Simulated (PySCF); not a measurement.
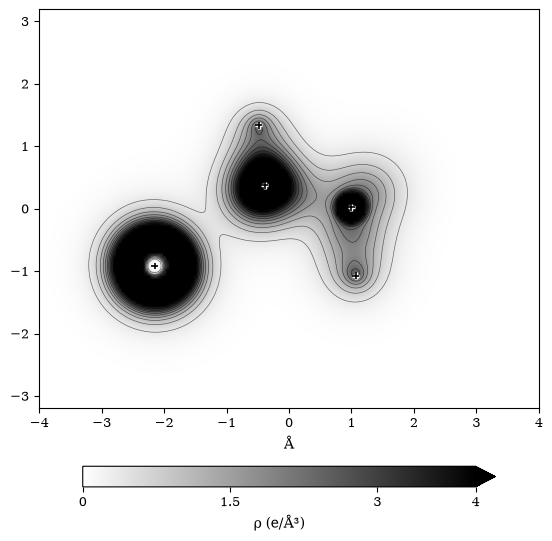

The electron density on a plane through atoms (crosses mark nuclei in the plane).

Computed with DFT single point, gas phase, functional PBE0 in PySCF 2.14.0, density-fitted response routines.

Candidates:
A. NH (SMILES [NH-]) (charge −1, doublet)
B. H2O2 (SMILES OO)
C. CH4AgO (charge +1)

**Which candidate gave the map?**

Candidate C: CH4AgO on the plane of atoms H6, O2 and Ag7, which holds C, O, H and Ag. C–O (1.44 Å): ρ is about 1.9 e/Å³ halfway, with its minimum of 1.6 e/Å³ about 0.5 Å from C. Ag–O (2.19 Å): ρ is about 0.47 e/Å³ halfway.
